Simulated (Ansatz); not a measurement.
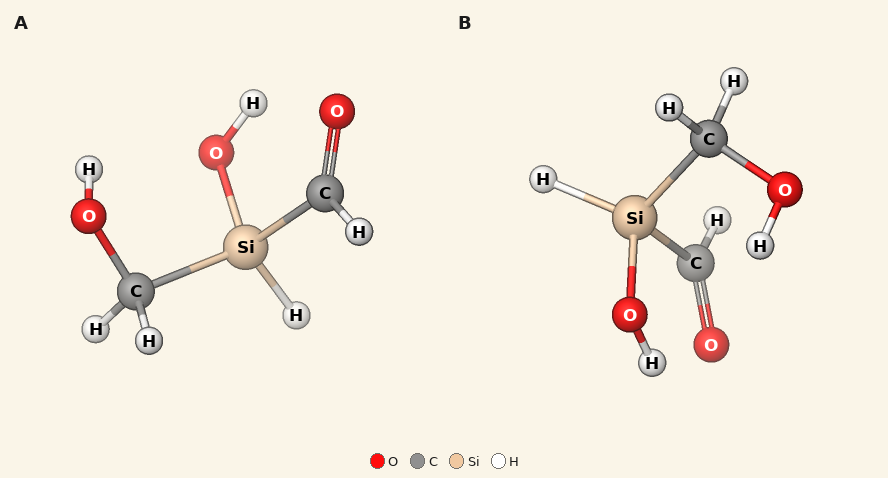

Atoms fade into the background with distance from the viewer. Computed geometry: PBE-D4/def2-SVP optimisation. No frequency run is at hand to confirm it as a minimum.

> Can A be turned into B by a rotation alone?

No. They are enantiomers, mirror images that no rotation superimposes: A is O=C[Si@H](O)CO (R), B is O=C[Si@@H](O)CO (S). Their energies are equal.
